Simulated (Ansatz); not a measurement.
```
atom    x (Å)    y (Å)    z (Å)
   B  -0.0429   0.2393  -0.0481
   H  -0.0636   0.3615   1.1447
   F   1.1121   0.0787  -0.6741
  Cl  -1.5262   0.4162  -0.9834
  Cl  -0.1473  -2.5931   1.1197
   H  -0.1948  -1.4024   1.7310
```

Not at a stationary point (largest force 1.0 eV/Å).

All numbers below come from RKS BLYP/def2-SVP in Ansatz 0.2.0.

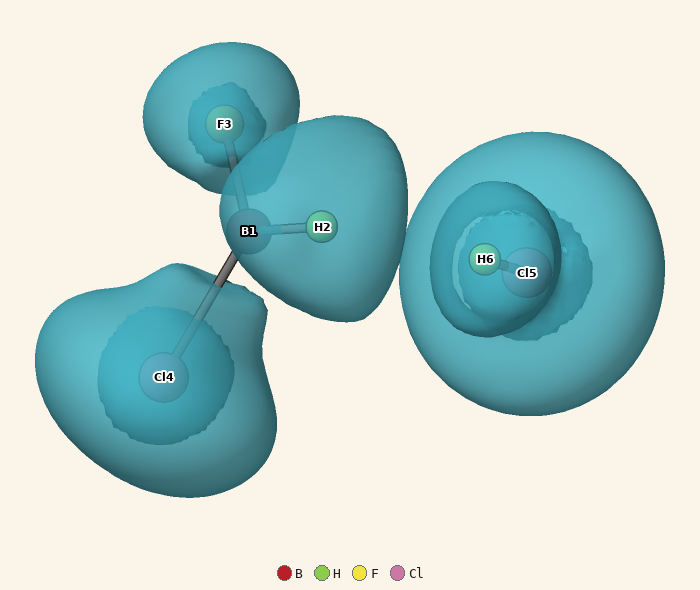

BClFH···HCl. Isosurface of the electron localisation function at 0.75 (cyan), seen across its widest extent. Only the valence region is drawn (cores and ρ < 0.01 e/Å³ removed).

Question: Identify the bonds, lone pairs and shells in this picture.

Answer: At this value the surface marks out one region around a hydrogen nucleus, one region on Cl in which the atom's valence shell and bonds are merged, one region on F in which the atom's valence shell and bonds are merged and one joined region spread over several atoms (Cl, H), in which their bonds and any lone pairs are merged. Profiles from the grid: H2···H6 (1.86 Å): the ELF dips to about 0.10 between them. B–F (1.32 Å): the ELF peaks at about 0.85 between the atoms (a polar covalent bond).
